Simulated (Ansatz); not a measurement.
# FCI/STO-3G run of BH2SF (SMILES FBS)

Aim: the electronic atomisation energy of BH2SF at FCI/STO-3G, from 5 runs. 

Program for the calculation: Ansatz 0.2.0.

65 further runs of the same task are left out: 65 set aside as unsound or not needed.

**1. The system as given**

BH2SF: 5 atoms, total charge 0, spin state singlet. SMILES: `FBS`. The shape is that of a PBE0-D4/def2-TZVP optimisation. This is one conformer, not always the lowest.

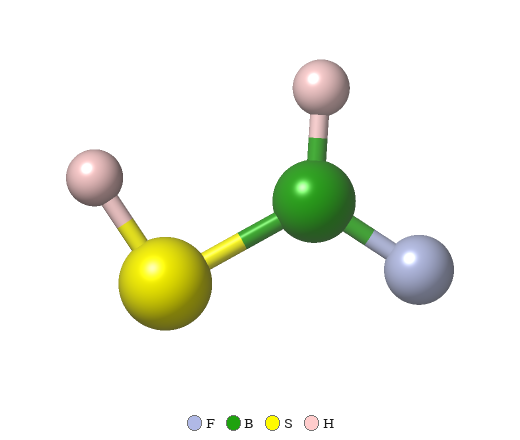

The structure, seen from a chosen angle (fluorine light blue, boron green, sulfur yellow, hydrogen pink).

**2. The energy at FCI/STO-3G**

File run.yaml:

```yaml
basis:
  gaussian:
    orbitals: STO-3G
crystal:
  periodic: [false, false, false]
  atoms:
    - {symbol: F, position_ang: [-1.119100, -0.905900, -1.069200]}
    - {symbol: B, position_ang: [-0.412800, -0.339100, -0.106100]}
    - {symbol: S, position_ang: [0.972400, 0.698600, -0.579400]}
    - {symbol: H, position_ang: [-0.712000, -0.530900, 1.033700]}
    - {symbol: H, position_ang: [1.321400, 1.003700, 0.679600]}
correlation:
  method: fci
  frozen_orbitals: {B: 1, F: 1, H: 0, S: 5}
accuracy: high
```

The run is started by

```
$ ansatz run run.yaml --threads 1 --pin off --max-ram 2610MiB --events-out events.jsonl --progress --plain --runs-dir runs
```

Standard output:

```text
Warning: RAYON_NUM_THREADS=1 ignored (pool sized by the plan → 1); use --threads N
Functional definition: HF
  name "HF"
  exchange = exact_x
  correlation = 0
371 factors; integrals over basis functions are off by at most 2.9e-8 eV
mean field evaluation 1: about -14061.4238 eV, gradient 2.3e1 eV
mean field evaluation 2: about -14061.4759 eV, gradient 2.3e1 eV
mean field evaluation 4: about -14063.4858 eV, gradient 1.2e0 eV
mean field evaluation 8: about -14063.4918 eV, gradient 3.7e-6 eV
mean field -14063.49182403 eV, -516.8237919559 hartree, gradient 8.2e-9 eV, S^2 0.000000; 0 other end points of the search recorded, 0 dependent functions left out
7 core orbitals not correlated: weight in the atoms' cores, before any rotation towards them, 1.000 or more for the frozen orbitals, at most 0.000 for the correlated occupied ones
reference -14063.49182403 eV, -516.8237919559 hartree; 9, 9 occupied and 5, 5 virtual orbitals, 371 factors
state -14066.63489759 eV, -516.9392977787 hartree
Total energy: -14066.63489759 eV, -516.9392977787 hartree
```

Run time: 20 s. Hardware: 1 thread of Arm Neoverse V1, shared host; peak memory 0.36 GiB.

**3. The B atom at the same level**

File in.yaml:

```yaml
crystal:
  periodic: [false, false, false]
  atoms:
    - {symbol: B, position_ang: [0.000000, 0.000000, 0.000000]}
basis:
  gaussian: {orbitals: STO-3G}
correlation: {method: fci, frozen_orbitals: {B: 1}}
magnetization: {spin_polarized: true, initial_magnetization: 1}
accuracy: high
```

The run is started by

```
$ ansatz run in.yaml --threads 1 --pin off --max-ram 2610MiB --events-out events.jsonl --progress --plain --runs-dir runs
```

Standard output:

```text
Warning: RAYON_NUM_THREADS=1 ignored (pool sized by the plan → 1); use --threads N
[... 4 set-up lines as earlier in the session ...]
15 factors; integrals over basis functions are off by at most 8.9e-10 eV
mean field evaluation 1: about -657.1275 eV, gradient 2.3e-14 eV
mean field evaluation 2: about -657.1275 eV, gradient 0.0e0 eV
mean field evaluation 4: about -656.8531 eV, gradient 1.9e0 eV
mean field evaluation 8: about -656.8531 eV, gradient 1.9e0 eV
mean field -657.12745801 eV, -24.1489886649 hartree, gradient 0.0e0 eV, S^2 0.750000; 4 other end points of the search recorded, 0 dependent functions left out
1 core orbitals not correlated: weight in the atoms' cores, before any rotation towards them, 1.000 or more for the frozen orbitals, at most 0.000 for the correlated occupied ones
reference -657.12745801 eV, -24.1489886649 hartree; 2, 1 occupied and 2, 3 virtual orbitals, 15 factors
state -658.21578350 eV, -24.1889838888 hartree
Total energy: -658.21578350 eV, -24.1889838888 hartree
```

Run time: 0.04 s. Hardware: 1 thread of Arm Neoverse V1, shared host.

**4. The F atom at the same level**

File molecule.yaml:

```yaml
crystal:
  periodic: [false, false, false]
  atoms:
    - {symbol: F, position_ang: [0.000000, 0.000000, 0.000000]}
basis:
  gaussian: {orbitals: STO-3G}
magnetization: {spin_polarized: true, initial_magnetization: 1}
correlation: {method: fci, frozen_orbitals: {F: 1}}
accuracy: high
```

The run is started by

```
$ ansatz run molecule.yaml --threads 1 --pin off --max-ram 2610MiB --events-out events.jsonl --progress --plain --runs-dir runs
```

Standard output:

```text
Warning: RAYON_NUM_THREADS=1 ignored (pool sized by the plan → 1); use --threads N
[... 4 set-up lines as earlier in the session ...]
15 factors; integrals over basis functions are off by at most 1.2e-9 eV
mean field evaluation 1: about -2666.3486 eV, gradient 1.5e-14 eV
mean field evaluation 2: about -2666.3486 eV, gradient 0.0e0 eV
mean field -2666.34863534 eV, -97.9865050328 hartree, gradient 0.0e0 eV, S^2 0.750000; 2 other end points of the search recorded, 0 dependent functions left out
mean field evaluation 4: about -2666.3486 eV, gradient 2.6e-12 eV
1 core orbitals not correlated: weight in the atoms' cores, before any rotation towards them, 1.000 or more for the frozen orbitals, at most 0.000 for the correlated occupied ones
reference -2666.34863534 eV, -97.9865050328 hartree; 4, 3 occupied and 0, 1 virtual orbitals, 15 factors
state -2666.34863534 eV, -97.9865050328 hartree
Total energy: -2666.34863534 eV, -97.9865050328 hartree
```

It took 0.04 s on 1 thread of Arm Neoverse V1, shared host.

**5. The H atom: the energy at UHF/STO-3G**

File run.yaml:

```yaml
crystal:
  periodic: [false, false, false]
  atoms:
    - {symbol: H, position_ang: [0.000000, 0.000000, 0.000000]}
basis:
  gaussian: {orbitals: STO-3G}
magnetization: {spin_polarized: true, initial_magnetization: 1}
hamiltonian: {xc: hf}
accuracy: high
```

Run the same way, it converges to -0.46658 Eh (log not shown).

**6. The S atom**

File in.yaml:

```yaml
basis:
  gaussian:
    orbitals: STO-3G
crystal:
  periodic: [false, false, false]
  atoms:
    - {symbol: S, position_ang: [0.000000, 0.000000, 0.000000]}
total_charge: 0
magnetization:
  spin_polarized: true
  initial_magnetization: 2
correlation:
  method: fci
  frozen_orbitals: {S: 5}
accuracy: high
```

Run the same way, it converges to -393.13022 Eh (log not shown).

**7. Outcome**

At FCI/STO-3G, 7 core orbitals frozen:

```
                                             quantity          value
                               molecule: total energy  -516.93930 Eh
molecule: correlation energy (7 core orbitals frozen)     -115.5 mEh
                                 B atom: total energy   -24.18898 Eh
   B atom: correlation energy (1 core orbital frozen)      -40.0 mEh
                                 F atom: total energy   -97.98651 Eh
   F atom: correlation energy (1 core orbital frozen)        0.0 mEh
                                 H atom: total energy    -0.46658 Eh
                                         H atom: ⟨S²⟩          0.750
                                 S atom: total energy  -393.13022 Eh
  S atom: correlation energy (5 core orbitals frozen)        0.0 mEh
                        electronic atomisation energy      19.060 eV
```

**Reading.** Taking the molecule apart into free atoms costs 19.06 eV (1839 kJ/mol), before zero-point energy and without spin-orbit coupling. In a minimal basis such a difference can be off by several eV, whatever the method.
